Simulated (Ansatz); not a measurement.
# LiMgBr3 (model cell, started as cubic perovskite with Mg in the octahedra): following an unstable mode, part 3 of 3

Aim: this structure of LiMgBr3 (model cell, started as cubic perovskite with Mg in the octahedra) is to be tested for unstable modes, and one is followed downhill.

Ansatz 0.2.0; DFT PBEsol, scalar-relativistic, plane waves, PAW; PAW set soft_1.

So far. Step 5 (Energy along the mode, all amplitudes (two of the runs …): The lowest of the steps tried is the last one, at 0.6 Å, 27.7 meV/atom below the parent; the bottom of the well need not coincide with a step. Step 7 (The new phase in its own primitive cell): The largest force component left is 0.54 meV/Å and the pressure is 0.003 GPa, within the tolerances set. The cell now holds 29.31 Å³/atom. The relaxed cell has a, b, c = 5.140, 7.418, 7.686 Å (conventional setting).

The structure was built from a prototype and need not be the compound's stable phase.

## Step 8: Modes of the new phase, k-mesh 4×4×4

A relaxed structure may still be a saddle point, so its zone-centre modes are computed. The response to a homogeneous field gives the Born charges and the dielectric tensor.

The input, input.yaml:

```yaml
crystal:
  lattice:
    - [5.14009393, 0.0, 0.0]
    - [0.0, 3.7090861641, 3.843025124]
    - [0.0, -3.7090861641, 3.843025124]
  atoms:
    - { symbol: Li, position: [0.0, 0.1690046942, 0.1690046942] }
    - { symbol: Mg, position: [0.5, 0.4937650874, 0.4937650874] }
    - { symbol: Br, position: [0.5, 0.439109647, 0.9833044535] }
    - { symbol: Br, position: [0.5, 0.9833044535, 0.439109647] }
    - { symbol: Br, position: [0.0, 0.4900563442, 0.4900563442] }
kpoints:
  mp_grid: { grid: [4, 4, 4] }
hamiltonian:
  xc: pbesol
  pseudopotentials: { kind: paw, azcp: { folder: soft_1 }, xc_functional: pbe }
scf:
  occupations: { method: fixed }
output:
  eigenvalues: true
phonons:
  method: dfpt
  dielectric: true
  rigid_motions: translations
```

Run with:

```bash
ansatz run input.yaml --threads 8 --pin off --max-ram 16384MiB --backend cpu --events-out ev --progress --plain --runs-dir out
```

Numbers of over 12 decimals in the logs are rounded to 6 here.

Log:

```text
[...]
Crystal: 5 atoms, lattice volume = 146.535 Å³
Basis set: ecut = 420 eV, 2881 PW (Γ), exchange–correlation on 72×72×72 points (8 copies of the dense FFT grid, shifted against one another)
Bands: 22, of which v1, the nominal top of the filled ones, is band 17 counted from 1 (16 counted from 0)
Symmetry: 4 space group operations
k-points: 36 of 64 (irreducible under 1 space group operation, time reversal used)
[...]
SCF iter   1: F=—  HF=-10331.624317 eV  |F-HF|=—  |Δ(HF+E_count)|=         —  Δρ=3.55e-2  dr2=1.47e0  ethr=3.10e-3  ⟨swp⟩=4.5  Hψ=3576  notcnv=0  defer=101
[...]
SCF iter  10: F=-10331.147527 eV  HF=-10331.147527 eV  |F-HF|=2.91e-11  |Δ(HF+E_count)|=   2.91e-9  Δρ=1.69e-7  dr2=3.27e-11  ethr=1.00e-12  ⟨swp⟩=15.3  Hψ=5778  notcnv=0
SCF 1 converged in 10 iterations: F = -10331.147527 eV  dr2 = 3.27e-11
[...]
NSCF: frozen V_eff on 2 k-points
DFPT response loops at Γ: preconditioner auto → none (the input reference at scf.mixing.eps_inf says where Resta's filter doesn't serve); β = 0.50; Broyden in place of MSR1
── the response to a field inside a basis, on 4×4×4 k-points: an SCF that follows is theirs, and a resumed run solves both again ──
Bands: 18, of which v1, the nominal top of the filled ones, is band 17 counted from 1 (16 counted from 0)
k-points: 12 of 64 (time reversal used)
[...]
Eigensolver: Dense (12 Hₖ)
SCF iter   1: F=—  HF=-10331.142373 eV  |F-HF|=—  |Δ(HF+E_count)|=         —  Δρ=6.42e-5  dr2=1.13e-6  ethr=1.00e-1
[...]
SCF iter   3: F=-10331.142378 eV  HF=-10331.142378 eV  |F-HF|=4.03e-9  |Δ(HF+E_count)|=   1.66e-6  Δρ=1.54e-6  dr2=3.47e-9  ethr=1.00e-9
SCF 1 converged in 3 iterations: F = -10331.142378 eV  dr2 = 3.47e-9
[...]
WARN: field response: ε∞ stands inside a basis, on 4×4×4 points; the force constants stand on the 4×4×4 k-mesh, whose period is 12.80 times the interband length at k = (0.0000, 0.0000, 0.0000), direct gap 3.020 eV, under 14: take them and everything formed from them as unconverged, and compare with a denser kpoints.mp_grid
SCF converged after 10 iterations
Free energy (F): -10331.147527 eV
[...]
Internal energy: -10331.147527 eV  (E = F + TS)
E sigma→0 (E₀):  -10331.147527 eV
Fermi energy:    1.541913 eV
[...]
--- Band table (eV; the first three rows and the last of 36) ---
  k-point 0: bands = [... 13 lower, 0.5872, 0.6452, 0.7288, 1.1063, 4.1262, 5.4073, 7.4134, 7.6650, ... 1 higher]
  k-point 1: bands = [... 13 lower, 0.2855, 0.5867, 0.6782, 0.8221, 5.0524, 5.9224, 7.5135, 7.9619, ... 1 higher]
  k-point 2: bands = [... 13 lower, 0.0060, 0.5574, 0.6578, 0.6912, 6.2670, 6.8159, 7.0133, 8.2365, ... 1 higher]
  k-point 35: bands = [... 13 lower, 0.3785, 1.0250, 1.3263, 1.5419, 6.3079, 6.8523, 7.1806, 7.3082, ... 1 higher]
--- Phonons (Γ-DFPT): 12 representative perturbations + reference, on 36 of 64 k-points (Σ response iterations 38) ---
  k mesh reduced under 1 symmetry operation, with k and −k counted as one. Each operation leaves every solved perturbation unchanged. A smaller set is not considered because the run solves the response to a homogeneous field
  ASR residual: 2.336e-4 → 0.000e0 eV/Å²; symmetrization residual: 1.136e-6 eV/Å²
  ASR residual per site (eV/Å²): 1.86e-5 2.34e-4 8.47e-5 8.47e-5 1.79e-4
[...]
ε∞ (high-frequency dielectric tensor):
        3.156750     0.000000     0.000000
        0.000000     3.183101     0.000000
        0.000000     0.000000     3.039972
  softest optical mode at Γ: -154.54 cm⁻¹; the repairs (sum rule, projections) moved no ω² at Γ by more than (1.81 cm⁻¹)²
  Born effective charges Z* (e; rows j = field, columns β = displacement):
    site 0:
         1.46729    0.00000   -0.00000
        -0.00000    1.14862    0.00000
         0.00000    0.00000    0.99538
    site 1:
         2.39845    0.00000   -0.00000
        -0.00000    2.40048    0.00000
         0.00000    0.00000    2.41133
    site 2:
        -0.94152   -0.00000    0.00000
         0.00000   -1.46338    0.72174
         0.00000    0.68096   -1.30026
    site 3:
        -0.94152    0.00000   -0.00000
        -0.00000   -1.46338   -0.72174
         0.00000   -0.68096   -1.30026
    site 4:
        -1.98269    0.00000   -0.00000
        -0.00000   -0.62233    0.00000
         0.00000    0.00000   -0.80619
  Z* charge neutrality: 3.799e-3 e pre-enforcement
  solved inside a basis spanned on kpoints, on 4×4×4 k-points, its susceptibility summed on 8×6×6: ε∞ is read to err by 7.0e-3, Z* by 1.4e-2 e (field_mesh: kpoints solves on kpoints); Z* is corrected for what the basis lacks
  optical modes at Γ without the LO–TO term, one row a degenerate level:
      ω (cm⁻¹)  modes    IR ((D/Å)²/amu)
       -154.54      1             8.0656
        -76.26      1             5.5942
         26.30      1             0.0032
         30.87      1             0.0000
         63.73      1             0.0072
         70.89      1             0.2358
         89.88      1             1.6536
         96.15      1             0.1933
        182.07      1             5.6716
        189.34      1             5.4368
        272.77      1             6.0056
        316.99      1             3.1470
  optical modes at Γ + LO–TO along q̂ = [1.0000, 0.0000, 0.0000]:
      ω (cm⁻¹)  modes    IR ((D/Å)²/amu)
        -76.26      1             5.5942
         26.30      1             0.0032
         30.87      1             0.0000
         33.44      1             2.7753
         63.73      1             0.0072
         70.89      1             0.2358
         89.88      1             1.6536
        107.37      1             1.0450
        182.07      1             5.6716
        189.34      1             5.4368
[...]
optical modes at Γ + LO–TO along q̂ = [0.0000, 1.0000, 0.0000]:
      ω (cm⁻¹)  modes    IR ((D/Å)²/amu)
[...]
optical modes at Γ + LO–TO along q̂ = [0.0000, 0.0000, 1.0000]:
      ω (cm⁻¹)  modes    IR ((D/Å)²/amu)
       -154.54      1             8.0656
        -76.26      1             5.5942
         26.30      1             0.0032
         30.87      1             0.0000
         63.80      1             0.0005
         70.89      1             0.2358
         96.15      1             0.1933
        107.77      1             0.3071
        182.07      1             5.6716
        240.18      1             3.1631
        272.77      1             6.0056
        352.34      1             6.7740
```

It took 25 s on 8 threads of Arm Neoverse V2, shared host; peak memory 0.95 GiB; 2.9 min of CPU time.

Numbers from this step:

```
sum-rule residual before enforcement                    : 2.34e-4 eV/Å²
miss of the charge sum rule                             : 0.003799 e
estimated error of the dielectric tensor                : 0.006955
estimated error of the Born charges                     : 0.01353 e
point group                                             : mm2
highest optical mode at the zone centre (no LO-TO term) : 317.0 cm⁻¹
lowest optical zone-centre mode                         : -154.5 cm⁻¹
mean high-frequency dielectric constant                 : 3.127
largest Born charge (third of the trace)                : 2.403 e
top of the zone-centre spectrum with the field          : 352.3 cm⁻¹
```

Without the LO-TO term. Patterns of degenerate modes are one choice out of their space. The modes at Γ (shares of kinetic energy by element, %) (negative means imaginary):

```csv
mode,frequency (cm⁻¹),symmetry,Li %,Mg %,Br %
1,-154.5,B1,96,0,4
2,-76.3,B2,91,1,8
3,0.0,acoustic,3,9,88
4,0.0,acoustic,3,9,88
5,0.0,acoustic,3,9,88
6,26.3,B2,2,1,97
7,30.9,A2,0,0,100
8,63.7,A1,3,3,94
9,70.9,B2,5,31,65
10,89.9,A1,0,42,58
11,96.2,B1,2,20,78
12,182.1,B2,0,58,42
13,189.3,A1,0,46,54
14,272.8,B1,0,71,29
15,317.0,A1,94,0,6
```

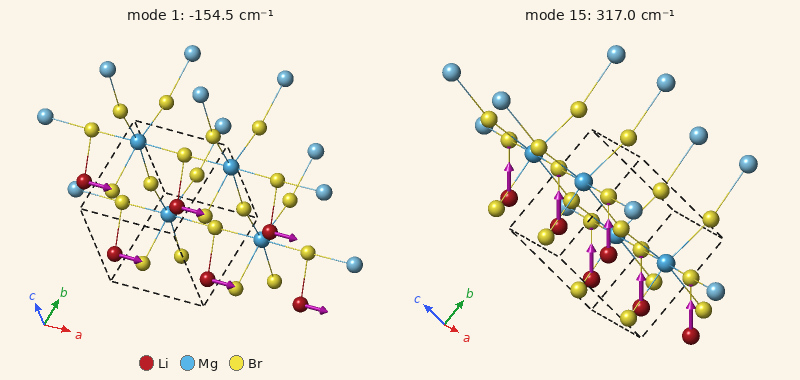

Displacement patterns of modes 1 and 15 at Γ; arrows are exaggerated. 2×1×2 cells are drawn. Some periodic images of atoms are drawn too.

Optical modes at the zone centre, without and with the macroscopic field of the longitudinal modes; each column is sorted by frequency, so a row need not hold one and the same mode. Modes with and without the field, by row:

```csv
rank among optical modes,no field (cm⁻¹),"q along (1, 0, 0) (cm⁻¹)","q along (0, 1, 0) (cm⁻¹)","q along (0, 0, 1) (cm⁻¹)"
1,-154.5,-76.3,-154.5,-154.5
2,-76.3,26.3,26.1,-76.3
3,26.3,30.9,30.9,26.3
4,30.9,33.4,60.8,30.9
5,63.7,63.7,63.7,63.8
6,70.9,70.9,89.9,70.9
7,89.9,89.9,93.2,96.2
8,96.2,107.4,96.2,107.8
9,182.1,182.1,189.3,182.1
10,189.3,189.3,269.4,240.2
11,272.8,317,272.8,272.8
12,317,336,317,352.3
```

Born charge (rows field, columns displacement) (e), principal values of the symmetric part by kind of site:

```csv
atom,atoms with these values,low,middle,high,mean
Li1,1,1.00,1.15,1.47,1.20
Mg2,1,2.40,2.40,2.41,2.40
Br3,2,-2.09,-0.94,-0.68,-1.24
Br5,1,-1.98,-0.81,-0.62,-1.14
```

In full for Li1:

```
1.47 0.00 0.00
0.00 1.15 0.00
0.00 0.00 1.00
```

High-frequency dielectric tensor:

```
3.16 0.00 0.00
0.00 3.18 0.00
0.00 0.00 3.04
```

Transverse modes; imaginary modes are left out. Lines of the infrared spectrum (strongest = 100):

```csv
position (cm⁻¹),label,relative intensity
26,B2,0.1
31,A2,0.0
64,A1,0.1
71,B2,3.9
90,A1,28
96,B1,3.2
182,B2,94
189,A1,91
273,B1,100
317,A1,52
```

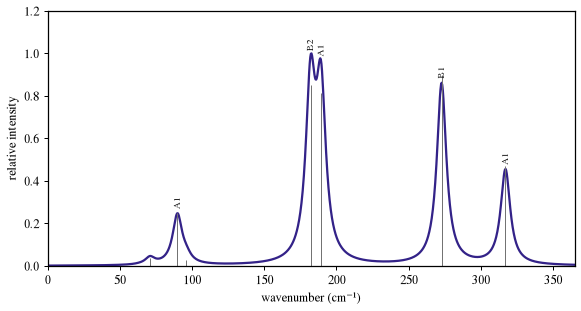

The infrared spectrum, broadened with Lorentzians of width 8 cm⁻¹; bars mark the lines.

Before it was imposed, the acoustic sum rule was missed by 2.3e-4 eV/Å² and the charge sum rule by 0.0038 e. Small misses are needed for a sound result but don't prove that mesh and cutoff are converged. The lowest optical mode is imaginary, 154.5i cm⁻¹, so the energy falls along it.

The log warns of the k mesh: “the force constants stand on the 4×4×4 k-mesh, whose period is 12.80 times the interband length at k = (0.0000, 0.0000, 0.0000), direct gap 3.020 eV, under 14: take them and everything formed from them as unconverged”.

## Step 9: Summary of results

```yaml
unstable_mode_of_the_parent: q = (0, 0, 0), 176i cm⁻¹
depth_at_the_lowest_point_sampled: 27.7 meV/atom
largest_atomic_shift_at_that_point: 0.6 Å
space_group_reached_within_0p01_a: Amm2
energy_gained_over_the_parent_first_relaxation_on_the_mesh_of_the_frozen_mode: 89.4 meV/atom
volume_per_atom_phase_reached: 29.3 Å³
gap_on_the_k_mesh_phase_reached: 2.58 eV
lowest_optical_zone_centre_mode_phase_reached: -155 cm⁻¹
highest_optical_mode_at_the_zone_centre_no_lo_to_term_phase_reached: 317 cm⁻¹
```

In words: Along this mode the structure falls into Amm2, 89.4 meV/atom below the parent. At the parent's cell the well is 27.71 meV/atom deep on the steps tried, with its lowest point at a shift of 0.6 Å. That is the last step tried, so the steps alone don't bracket the bottom of the well. Relaxing atoms and cell changes the gain by +61.65 meV/atom against the lowest step (energies at zero smearing). Most of the total comes from this relaxation. The new phase still has an imaginary mode at the zone centre of its cell, so it is a saddle point on the way to a lower structure. Of the 6 patterns followed to their end from this parent, this one ends 87.7 meV/atom above the lowest, Imma. Each path keeps the symmetry of its pattern, so a lower phase may lie along a pattern not tried. With the field response the log warns that the k mesh is coarse for the force constants too, so the frequencies may not be converged. The PAW files were made for PBE and serve the other functionals too. The starting cell was built on a prototype and not taken from a measurement, so the phase need not exist.

[Logs are printed without paths, hosts, clocks, repeated set-up lines and the standing remarks that a program may print on its own settings, such as how far it seeks lower states.]

[Hosts, paths, dates, database ids (printed as entryN), source tags and the programs' standing remarks are cut or masked in the printed files.]
